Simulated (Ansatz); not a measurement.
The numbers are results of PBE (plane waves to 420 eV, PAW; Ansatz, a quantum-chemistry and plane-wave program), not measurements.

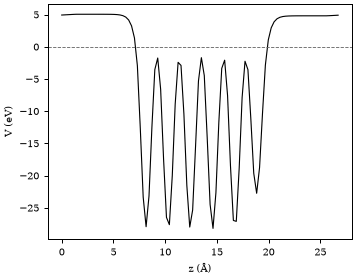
Electrostatic potential energy of an electron, averaged over planes parallel to the surface, in eV from the Fermi level, for a constructed model of the (0001) surface of hcp Ru, p(2x2) surface alloy, Al on one Ru site of the top plane (bottom of the slab: a bare face, its two planes held)

Model: 24-atom slab, 10.7 Å thick at the start, 8x8x1 mesh, Fermi-Dirac 0.1 eV, dipole correction, 8 atoms held, the rest relaxed; symmetry of the start imposed; no spin, no spin-orbit, no U. It is one candidate, not shown to be the stable structure of the face.

The vacuum level lies 4.80 eV above the Fermi level over the top face and 5.04 eV above it under the bottom face.
